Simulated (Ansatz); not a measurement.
# SF2 (sulfur difluoride) at MP2/STO-3G

What is the electronic atomisation energy of SF2 (sulfur difluoride) at MP2/STO-3G? 

The results are computed with Ansatz 0.2.0.

**1. The structure to begin with**

SF2: 3 atoms, total charge 0, spin state singlet. SMILES: `FSF`. The shape is that of a PBE0-D4/def2-TZVP optimisation.

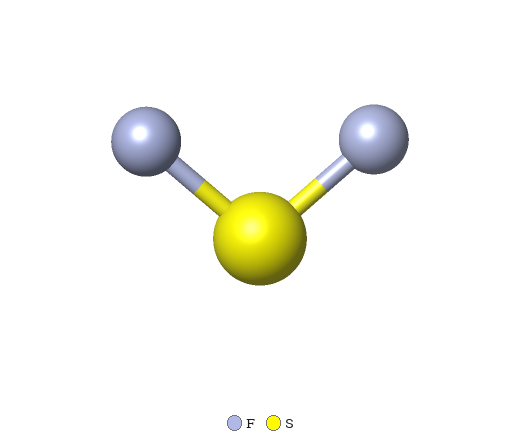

Viewed from a chosen angle; fluorine light blue, sulfur yellow.

**2. The energy at MP2/STO-3G**

File in.yaml:

```yaml
crystal:
  periodic: [false, false, false]
  atoms:
    - symbol: F
      position_ang: [0.440140, 1.116450, 0.365400]
    - symbol: S
      position_ang: [-0.601990, 0.126530, -0.315250]
    - symbol: F
      position_ang: [0.161840, -1.242970, -0.050150]
basis:
  gaussian: {orbitals: STO-3G}
correlation: {method: mp2, frozen_orbitals: {F: 1, S: 5}}
accuracy: high
```

Run with:

```console
$ ansatz run in.yaml --threads 1 --pin off --max-ram 3480MiB --events-out events.jsonl --progress --plain --runs-dir runs
```

Output:

```text
Warning: RAYON_NUM_THREADS=1 ignored (pool sized by the plan → 1); use --threads N
Functional definition: HF
  name "HF"
  exchange = exact_x
  correlation = 0
337 factors; integrals over basis functions are off by at most 2.8e-8 eV
mean field evaluation 1: about -16030.4682 eV, gradient 1.7e1 eV
mean field evaluation 2: about -16030.5846 eV, gradient 1.7e1 eV
mean field evaluation 4: about -16032.0947 eV, gradient 1.0e0 eV
mean field evaluation 8: about -16032.1017 eV, gradient 2.1e-6 eV
mean field -16032.10171475 eV, -589.1688710683 hartree, gradient 4.7e-8 eV, S^2 0.000000; 0 other end points of the search recorded, 0 dependent functions left out
7 core orbitals not correlated: weight in the atoms' cores, before any rotation towards them, 1.000 or more for the frozen orbitals, at most 0.000 for the correlated occupied ones
reference -16032.10171475 eV, -589.1688710683 hartree; 10, 10 occupied and 2, 2 virtual orbitals, 337 factors
second order -1.49314353 eV of doubles, -0.00000000 eV of singles
Total energy: -16033.59485829 eV, -589.2237430812 hartree
```

Wall time 0.58 s (1 thread of Arm Neoverse V2, shared host).

**3. The F atom**

File in.yaml:

```yaml
crystal:
  periodic: [false, false, false]
  atoms:
    - symbol: F
      position_ang: [0.000000, 0.000000, 0.000000]
basis:
  gaussian: {orbitals: STO-3G}
magnetization: {spin_polarized: true, initial_magnetization: 1}
correlation: {method: mp2, frozen_orbitals: {F: 1}}
accuracy: high
```

Run the same way, it converges to -97.98651 Eh (log not shown).

**4. The S atom**

File job.yaml:

```yaml
crystal:
  periodic: [false, false, false]
  atoms:
    - {symbol: S, position_ang: [0.000000, 0.000000, 0.000000]}
basis:
  gaussian: {orbitals: STO-3G}
magnetization: {spin_polarized: true, initial_magnetization: 2}
correlation: {method: mp2, frozen_orbitals: {S: 5}}
accuracy: high
```

Run the same way, it converges to -393.13022 Eh (log not shown).

**5. What came out**

At MP2/STO-3G, 7 core orbitals frozen:

| quantity | value |
| --- | --- |
| molecule: total energy | -589.22374 Eh |
| molecule: correlation energy (7 core orbitals frozen) | -54.9 mEh |
| F atom: total energy | -97.98651 Eh |
| F atom: correlation energy (1 core orbital frozen) | 0.0 mEh |
| F atom: ⟨S²⟩ of the reference determinant | 0.750 |
| S atom: total energy | -393.13022 Eh |
| S atom: correlation energy (5 core orbitals frozen) | 0.0 mEh |
| S atom: ⟨S²⟩ of the reference determinant | 2.000 |
| electronic atomisation energy | 3.279 eV |

In words: Taking the molecule apart into free atoms costs 3.28 eV (76 kcal/mol), before zero-point energy and without spin-orbit coupling. In a minimal basis such a difference can be off by several eV, whatever the method.
